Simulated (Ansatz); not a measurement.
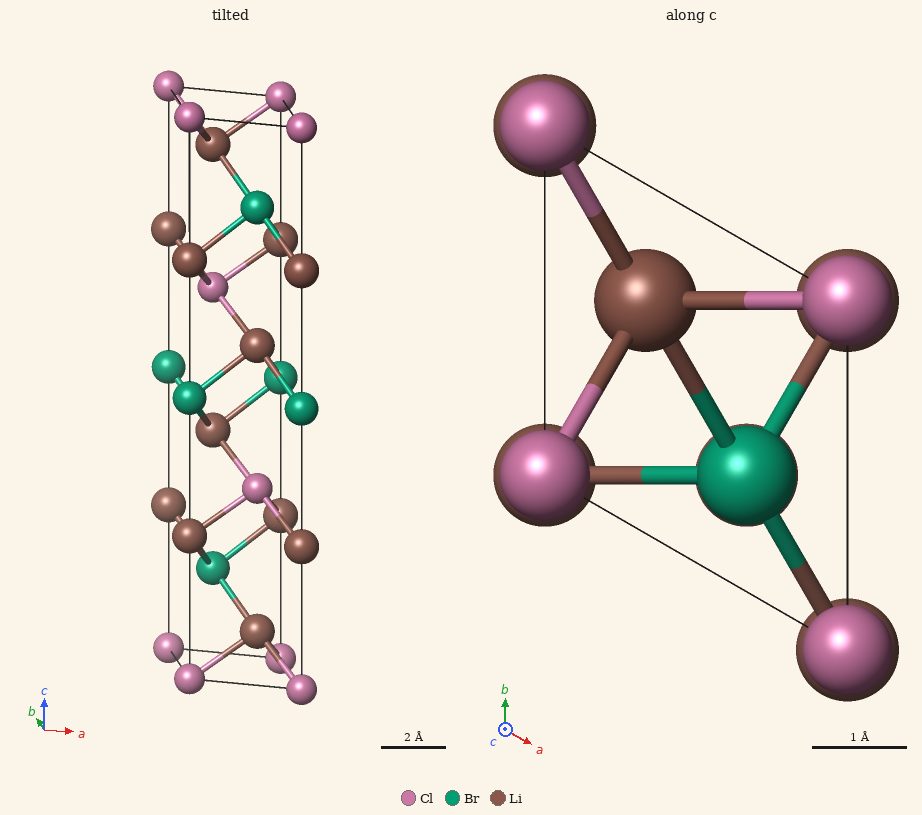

This ball-and-stick model is shown slightly off an axis and along the c axis. The parallelepiped is the conventional unit cell.

Li2BrCl, space group R-3m (No. 166), a = 3.752 Å, b = 3.752 Å, c = 18.349 Å, α = 90.00°, β = 90.00°, γ = 120.00°. It goes back to a structure type filled with these elements by a generator (whether the compound takes this form wasn't checked). Earlier steps of the study may have refined or changed the cell and positions. It went into a calculation with Ansatz.

This one geometry was computed with Ansatz (DFT, plane waves, PAW) at five levels of theory: PBE with spin-orbit coupling, HSE06, PBE, r2SCAN and PBE0. It was relaxed beforehand with r2SCAN.

How does the band gap change with the level of theory?

Answer. PBE with spin-orbit coupling: a gap of 4.91 eV, direct; PBE: a gap of 5.08 eV, direct; r2SCAN: a gap of 5.91 eV, direct; HSE06: a gap of 6.32 eV, direct; PBE0: a gap of 7.01 eV, direct.

Collect the results in a table.

Answer.
| level | cutoff (eV) | k-mesh of the run's cell | gap (eV) | pressure (GPa) |
| --- | --- | --- | --- | --- |
| PBE with spin-orbit coupling | 420 | 8×8×8 | 4.91 | 0.6 |
| HSE06 | 420 | 6×6×6 | 6.32 | 0.0 |
| PBE | 420 | 8×8×8 | 5.08 | 0.6 |
| r2SCAN | 500 | 8×8×8 | 5.91 | 0.0 |
| PBE0 | 420 | 6×6×6 | 7.01 | -0.1 |

Gaps are taken on the k-mesh or band path of each run.
